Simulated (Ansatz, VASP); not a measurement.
# Cross-check of ZnO (zincite) between VASP and Ansatz, part 3 of 3

One calculation is typed for both programs; each brings its own data sets. How far apart do they land?  Valence electrons are named where the data sets of a main pair hold unlike numbers.

VASP 6.6.1 and Ansatz 0.2.0.

So far. Step 6 (VASP: band structure, PBE): At this level the cell is under a pressure of 6.0 GPa, so at these settings it is away from equilibrium. Step 10 (VASP: band structure, BLYP): The PAW data sets were made with PBE, which is usual practice but a small mismatch for other functionals. At this level the cell is under a pressure of 10.4 GPa, so at these settings it is away from equilibrium.

**11. Ansatz: band structure, BLYP**

Level of this step: Ansatz beside VASP: Kohn-Sham DFT, plane waves, BLYP (Ansatz).

The same cell, functional (in two slightly different forms), mesh and smearing now go to Ansatz, which takes its cutoff from its data sets.

Input file input.yaml:

```yaml
crystal:
  lattice:
    - [3.249308, 0.0, 0.0]
    - [-1.624654, 2.8139832727, 0.0]
    - [0.0, 0.0, 5.205709]
  atoms:
    - { symbol: Zn, position: [0.3333333333, 0.6666666667, 0.5] }
    - { symbol: Zn, position: [0.6666666667, 0.3333333333, 0.0] }
    - { symbol: O, position: [0.6666666667, 0.3333333333, 0.37901] }
    - { symbol: O, position: [0.3333333333, 0.6666666667, 0.87901] }
hamiltonian:
  xc: blyp
  pseudopotentials: { kind: paw }
kpoints:
  mp_grid: { grid: [5, 5, 3] }
  band_path:
    path:
      - [0.0, 0.0, 0.0]
      - [0.13333, 0.0, 0.0]
      - [0.3, 0.0, 0.0]
      - [0.46667, 0.0, 0.0]
      - [0.46667, 0.06667, 0.0]
      - [0.41111, 0.17778, 0.0]
      - [0.35556, 0.28889, 0.0]
      - [0.28889, 0.28889, 0.0]
      - [0.17778, 0.17778, 0.0]
      - [0.06667, 0.06667, 0.0]
      - [0.0, 0.0, 0.03333]
      - [0.0, 0.0, 0.2]
      - [0.0, 0.0, 0.36667]
      - [0.0, 0.0, 0.5]
      - [0.16667, 0.0, 0.5]
      - [0.3, 0.0, 0.5]
      - [0.46667, 0.0, 0.5]
      - [0.46667, 0.06667, 0.5]
      - [0.41111, 0.17778, 0.5]
      - [0.35556, 0.28889, 0.5]
      - [0.28889, 0.28889, 0.5]
      - [0.17778, 0.17778, 0.5]
      - [0.06667, 0.06667, 0.5]
      - [0.5, 0.0, 0.46667]
      - [0.5, 0.0, 0.3]
      - [0.5, 0.0, 0.13333]
      - [0.33333, 0.33333, 0.0]
      - [0.33333, 0.33333, 0.16667]
      - [0.33333, 0.33333, 0.33333]
      - [0.33333, 0.33333, 0.5]
    npoints: 1
scf:
  occupations: { method: gaussian, width: 0.02 }
  n_extra_bands: 8
output:
  forces: true
  stress: true
  eigenvalues: true
```

On the command line:

```sh
$ ansatz run input.yaml --threads 2 --pin off --max-ram 4608MiB --backend cpu --events-out ev --progress --plain --runs-dir out
```

Numbers of over 12 decimals in the logs are rounded to 6 here.

Log:

```text
[...]
Crystal: 4 atoms, lattice volume = 47.598 Å³
Basis set: ecut = 420 eV, 941 PW (Γ), exchange–correlation on 48×48×72 points (8 copies of the dense FFT grid, shifted against one another)
Bands: 26, of which v1, the nominal top of the filled ones, is band 18 counted from 1 (17 counted from 0)
Symmetry: 12 space group operations
[...]
k-points: 10 of 75 (time reversal used)
[...]
k-point 0: bands = [... 14 lower, 6.7024, 7.4376, 7.5081, 7.5081, 8.4603, 12.7889, 15.9394, 20.4066, ... 4 higher]
  k-point 1: bands = [... 14 lower, 6.9075, 6.9075, 7.3104, 7.3104, 10.0709, 11.9579, 16.7301, 19.1562, ... 4 higher]
  k-point 2: bands = [... 14 lower, 6.1668, 6.2243, 7.1680, 7.2456, 10.2895, 14.0923, 15.9337, 17.9483, ... 4 higher]
  k-point 9: bands = [... 14 lower, 4.7823, 5.6583, 5.8864, 6.3447, 14.1769, 14.8895, 15.7880, 16.1636, ... 4 higher]
[key lines of the parts left out:]
SCF converged after 7 iterations
Free energy (F): -7796.692183 eV
Fermi energy:    7.984368 eV
P = ⅓ Tr σ = 9.4179 GPa (94.179 kbar)
```

The job ended after 1.6 s (2 threads of Arm Neoverse V2, shared host; peak memory 0.29 GiB; 2.9 s of CPU time).

**12. Differences**

The two programs side by side:

```
                                        quantity  Ansatz   VASP  difference
                                  pressure (GPa)    9.42  10.45       -1.03
pressure without Ansatz's Pulay correction (GPa)    8.55  10.45       -1.90
                   gap over the path points (eV)   0.952  0.958      -0.006
```

Forces (eV/Å; atoms numbered as in POSCAR):

```
atom        Ansatz x, y, z          VASP x, y, z
 Zn1  0.000, 0.000, -0.069  0.000, 0.000, -0.073
 Zn2  0.000, 0.000, -0.069  0.000, 0.000, -0.073
  O3   0.000, 0.000, 0.069   0.000, 0.000, 0.073
  O4   0.000, 0.000, 0.069   0.000, 0.000, 0.073
```

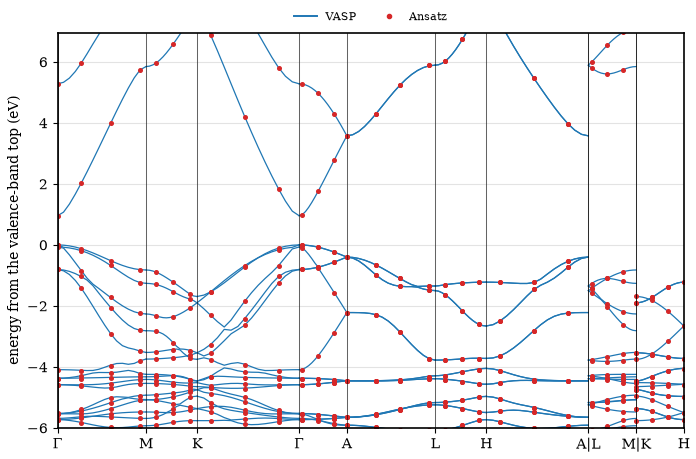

Bands from VASP (lines) and levels from Ansatz (dots). Dots without a line are higher empty bands that the VASP plot leaves out.

Levels at points of the path, from each program's valence-band top (eV; 4 filled, then empty):

```
k (reciprocal lattice)                                  Ansatz                                    VASP
     0.000 0.000 0.000    -0.81 -0.07 0.00 0.00 0.95 5.28 8.43    -0.81 -0.07 0.00 0.00 0.96 5.28 8.43
     0.133 0.000 0.000  -1.03 -0.84 -0.19 -0.12 2.02 5.95 8.44  -1.04 -0.84 -0.19 -0.12 2.02 5.96 8.43
     0.300 0.000 0.000  -2.05 -1.72 -0.67 -0.52 3.98 7.41 8.29  -2.05 -1.73 -0.67 -0.52 3.99 7.42 8.27
     0.467 0.000 0.000  -2.80 -2.24 -1.23 -0.81 5.73 7.19 7.83  -2.80 -2.25 -1.24 -0.81 5.74 7.18 7.81
     0.467 0.067 0.000  -2.84 -2.32 -1.30 -0.89 5.96 7.22 7.84  -2.84 -2.33 -1.30 -0.89 5.97 7.20 7.83
     0.411 0.178 0.000  -3.20 -2.35 -1.53 -1.22 6.58 7.71 7.90  -3.21 -2.35 -1.53 -1.22 6.59 7.70 7.88
     0.356 0.289 0.000  -3.47 -2.06 -1.78 -1.61 7.39 7.89 7.95  -3.46 -2.06 -1.78 -1.62 7.40 7.90 7.93
     0.289 0.289 0.000  -3.27 -2.30 -1.54 -1.54 6.87 7.90 8.25  -3.26 -2.31 -1.54 -1.54 6.88 7.89 8.26
     0.178 0.178 0.000  -2.42 -1.85 -0.72 -0.68 4.21 7.55 8.58  -2.42 -1.85 -0.72 -0.68 4.21 7.56 8.56
     0.067 0.067 0.000  -1.03 -0.68 -0.16 -0.10 1.82 5.80 8.44  -1.03 -0.67 -0.16 -0.10 1.83 5.81 8.43
```

The forces differ by 2.6 meV/Å r.m.s., which is 6.1 % of the r.m.s. force of 0.042 eV/Å (both taken over all components). Among the levels compared at these points, filled levels agree within 12 meV and empty ones within 20 meV. Ansatz's pressure holds a Pulay correction of 0.87 GPa; VASP's holds none.

**13. Other set-ups**

Further runs change the set-up of one program: Ansatz's method, potentials or start, or VASP's data sets, cutoff or form of LDA. The table gives Ansatz less VASP for each quantity, since a change that brings one quantity closer may part another.

```
                                        run  r.m.s. force difference (meV/Å)  pressure (GPa)  gap over the path points (eV)  pressure without Ansatz's Pulay correction (GPa)
                                   as above                              2.6            -1.0                        -0.0057                                              -1.9
                       cores kept as stored                              2.5           -0.99                        -0.0064                                              -1.8
    Ansatz's larger PAW set (cutoff 900 eV)                              2.2           -0.94                         0.0076                                              -1.0
norm-conserving potentials (cutoff 1240 eV)                              3.5            -1.4                         -0.043                                              -1.5
```

**14. Results**

```
difference in pressure (band structure, LDA)  : -1.1 GPa
difference in pressure (band structure, PBE)  : -1.1 GPa
difference in pressure (band structure, BLYP) : -1.0 GPa
```

What this shows: The difference in pressure is -1.1 GPa (band structure, LDA), beyond the 1 GPa picked in this series as the mark of a large difference. Band structure, LDA, cores kept as stored: the difference in gap over the path points goes from 0.0013 to -0.0097 eV. Band structure, LDA, Ansatz's larger PAW set (cutoff 900 eV): the difference in gap over the path points goes from 0.0013 to 0.013 eV; the difference in pressure without Ansatz's Pulay correction goes from -2.0 to -1.2 GPa. Band structure, LDA, norm-conserving potentials (cutoff 1143 eV): the difference in pressure goes from -1.1 to -1.5 GPa; the difference in gap over the path points goes from 0.0013 to 0.059 eV. Band structure, PBE, Ansatz's larger PAW set (cutoff 900 eV): the difference in gap over the path points goes from 0.016 to 0.032 eV. Band structure, PBE, norm-conserving potentials (cutoff 1240 eV): the difference in gap over the path points goes from 0.016 to 0.067 eV. 1 further run of this series is not shown here. Such differences can come from data sets, numerical settings and the points named under the comparisons, not from the functional's error against experiment.

[Lines on the potential files, build, host, timing and source positions are cut from VASP's logs without a mark.]

[Logs are printed without paths, hosts, clocks, repeated set-up lines and the standing remarks that a program may print on its own settings, such as how far it seeks lower states.]

[Hosts, paths, dates, database ids (printed as entryN), source tags and the programs' standing remarks are cut or masked in the printed files.]
